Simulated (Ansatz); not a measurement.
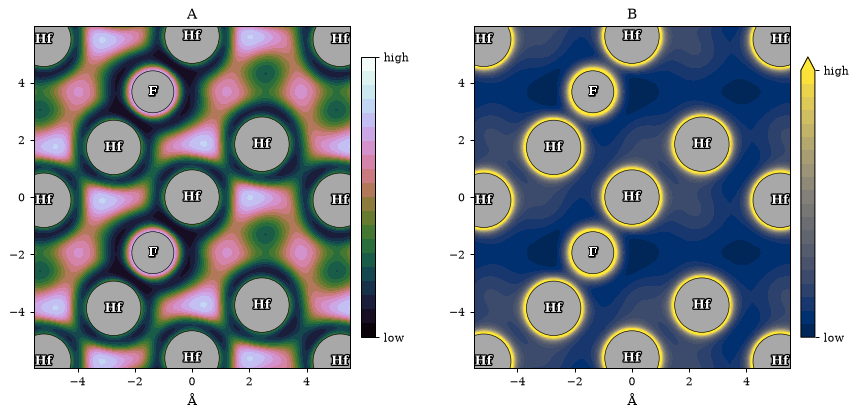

Hf$_{6}$F: 2 fields on the (11̄0) plane of the conventional cell, with unlabelled colour scales. Grey discs cover the atomic cores.

Space group P-31c; a generated structure, not necessarily the stable one.

Computed with DFT PBE, scalar-relativistic, plane waves, PAW (Ansatz 0.2.0).

**Match the panels to the quantities (electron localisation function and valence pseudo-density).**

Panel A: electron localisation function. Panel B: valence pseudo-density. From the grid: Hf–F (2.38 Å): the density is about 0.29 e/Å³ at the midpoint; the ELF is about 0.05 at the midpoint (no shared electron pair shows on this line). Hf–Hf (3.06 Å): the density is about 0.21 e/Å³ at the midpoint; the ELF is about 0.25 at the midpoint; no localised pair shows between them.
